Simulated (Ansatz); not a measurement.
# BCCD(T)/STO-3G run of BH2Br (SMILES [H]B([H])Br)

What is the vertical singlet–triplet gap of BH2Br at BCCD(T)/STO-3G? 

Program for the calculation: Ansatz 0.2.0.

51 further runs of the same task are left out: 2 that didn't finish, 49 set aside as unsound or not needed.

### Step 1. The molecule

BH2Br has 4 atoms, charge 0, and is taken as a singlet. As SMILES, `[H]B([H])Br`. Geometry: relaxed at GFN2-xTB.

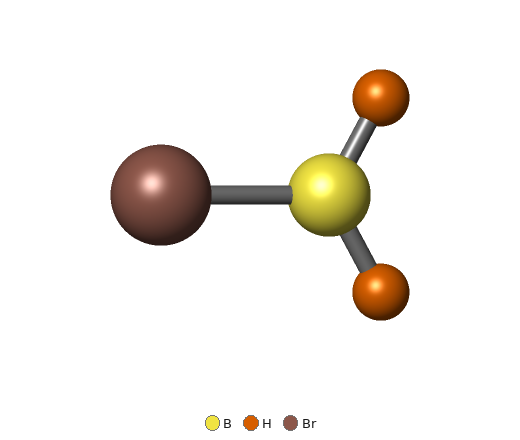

Viewed from a chosen angle; boron yellow, hydrogen orange, bromine brown.

### Step 2. A single-point energy at BCCD(T)/STO-3G

input.yaml reads:

```yaml
basis:
  gaussian: {orbitals: STO-3G}
crystal:
  periodic: [false, false, false]
  atoms:
    - {symbol: B, position_ang: [0.091040, 0.150920, -0.000430]}
    - {symbol: H, position_ang: [1.259830, 0.109070, 0.015270]}
    - {symbol: H, position_ang: [-0.490130, 1.165750, -0.019120]}
    - {symbol: Br, position_ang: [-0.860740, -1.425740, 0.004280]}
scf: {omitted_lower_state_checks: [cluster_reference, increment]}
accuracy: high
correlation: {method: bccd_t, frozen_orbitals: {B: 1, Br: 9, H: 0}}
```

Run with:

```bash
ansatz run input.yaml --threads 1 --pin off --max-ram 2610MiB --events-out events.jsonl --progress --plain --runs-dir runs
```

The program printed, cut to the lines that bear on the results:

```text
Warning: RAYON_NUM_THREADS=1 ignored (pool sized by the plan → 1); use --threads N
Functional definition: HF
  name "HF"
[...]
344 factors; integrals over basis functions are off by at most 1.9e-8 eV
[...]
mean field -69939.15423703 eV, -2570.2165117493 hartree, gradient 5.9e-8 eV, S^2 0.000000; 0 other end points of the search recorded, 0 dependent functions left out
10 core orbitals not correlated: weight in the atoms' cores, before any rotation towards them, 1.000 or more for the frozen orbitals, at most 0.000 for the correlated occupied ones
reference -69939.15423703 eV, -2570.2165117493 hartree; 11, 11 occupied and 4, 4 virtual orbitals, 344 factors
second order -1.23940078 eV of doubles, -0.00000000 eV of singles
cycle   1  -1.48813821 eV  change   -2.5e-1 eV  update   5.9e-2
[...]
cycle  18  -1.63661996 eV  change  -2.9e-10 eV  update  1.8e-10
perturbative correction -0.05566324 eV, -0.0020455865 hartree
Total energy: -69940.84652023 eV, -2570.2787020101 hartree
Checks for a lower state left out: cluster_reference, increment
```

Run time: 0.36 s. Hardware: 1 thread of Arm Neoverse V1, shared host.

### Step 3. The triplet

molecule.yaml reads:

```yaml
crystal:
  periodic: [false, false, false]
  atoms:
    - {symbol: B, position_ang: [0.091040, 0.150920, -0.000430]}
    - {symbol: H, position_ang: [1.259830, 0.109070, 0.015270]}
    - {symbol: H, position_ang: [-0.490130, 1.165750, -0.019120]}
    - {symbol: Br, position_ang: [-0.860740, -1.425740, 0.004280]}
basis:
  gaussian:
    orbitals: STO-3G
magnetization:
  spin_polarized: true
  initial_magnetization: 2
correlation:
  method: bccd_t
  frozen_orbitals: {B: 1, Br: 9, H: 0}
accuracy: high
scf:
  omitted_lower_state_checks: [cluster_reference, increment]
```

Run with:

```bash
ansatz run molecule.yaml --threads 1 --pin off --max-ram 2610MiB --events-out events.jsonl --progress --plain --runs-dir runs
```

The program printed, cut to the lines that bear on the results:

```text
Warning: RAYON_NUM_THREADS=1 ignored (pool sized by the plan → 1); use --threads N
[... 2 set-up lines as earlier in the session ...]
[...]
344 factors; integrals over basis functions are off by at most 1.9e-8 eV
[...]
mean field -69933.82295954 eV, -2570.0205909154 hartree, gradient 2.6e-8 eV, S^2 2.005924; 5 other end points of the search recorded, 0 dependent functions left out
10 core orbitals not correlated: weight in the atoms' cores, before any rotation towards them, 1.000 or more for the frozen orbitals, at most 0.000 for the correlated occupied ones
reference -69933.82295954 eV, -2570.0205909154 hartree; 12, 10 occupied and 3, 5 virtual orbitals, 344 factors
second order -0.94963681 eV of doubles, -0.00000000 eV of singles
cycle   1  -1.24618347 eV  change   -3.0e-1 eV  update   5.0e-2
[...]
cycle  22  -1.48178167 eV  change    1.3e-9 eV  update   1.1e-9
perturbative correction -0.01813191 eV, -0.0006663354 hartree
Total energy: -69935.32287312 eV, -2570.0757117229 hartree
Checks for a lower state left out: cluster_reference, increment
```

It took 0.87 s on 1 thread of Arm Neoverse V1, shared host.

### Step 4. Results

At BCCD(T)/STO-3G, 10 core orbitals frozen:

```
                                             quantity           value
                                singlet: total energy  -2570.27870 Eh
singlet: correlation energy (10 core orbitals frozen)       -62.2 mEh
                              singlet: (T) correction       -2.05 mEh
                                triplet: total energy  -2570.07571 Eh
triplet: correlation energy (10 core orbitals frozen)       -55.1 mEh
                              triplet: (T) correction       -0.67 mEh
           triplet: ⟨S²⟩ of the reference determinant           2.006
     vertical energy of the triplet above the singlet        5.524 eV
```

At this shape the triplet lies 5.52 eV (127 kcal/mol) above the singlet. In a minimal basis such a difference can be off by several eV, whatever the method. The triples (singlet) make up 3.3 % of the correlation energy. The triples (triplet) make up 1.2 % of the correlation energy.
